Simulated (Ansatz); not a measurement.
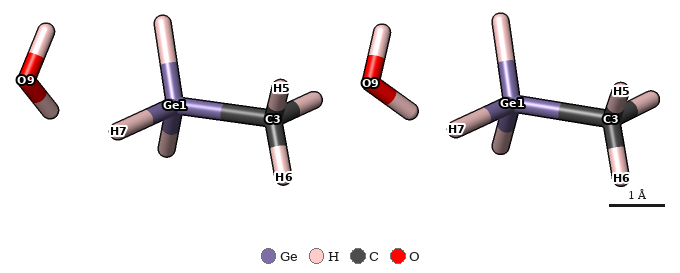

Two geometries of CH$_{8}$GeO, drawn at one scale. One is the start of a relaxation, the other its converged end. Style: stick. Shown at a tilt.

The calculation used Ansatz, RKS LDA/def2-mTZVP. Set-up: no spin polarisation; force threshold 0.03 eV/Å; at most 50 steps.

Q: Which geometry has the lower energy?

A: The left one is the relaxed one. The run prepares an end point of a later path (reaction) calculation, from a guessed geometry. After 11 accepted moves (13 points after the start) the energy has fallen by 2.32 kJ/mol. Largest force component: 0.51 eV/Å at the start, 0.024 eV/Å at the end. The line search rejected the trial steps at points 2, 5 of the run. The forces were under the threshold at step 6, but the run went on from there. An H atom moves most after the best rigid fit: 0.41 Å. By element the largest moves are H 0.41 Å, O 0.10 Å, Ge 0.07 Å, C 0.06 Å. Near-neighbour distances that change, for instance: H–O 0.992 → 0.977 Å, Ge–H 1.551 → 1.547 Å. Cost: 18 s on 2 threads of Arm Neoverse V1, on a shared host, peak memory 0.13 GiB.
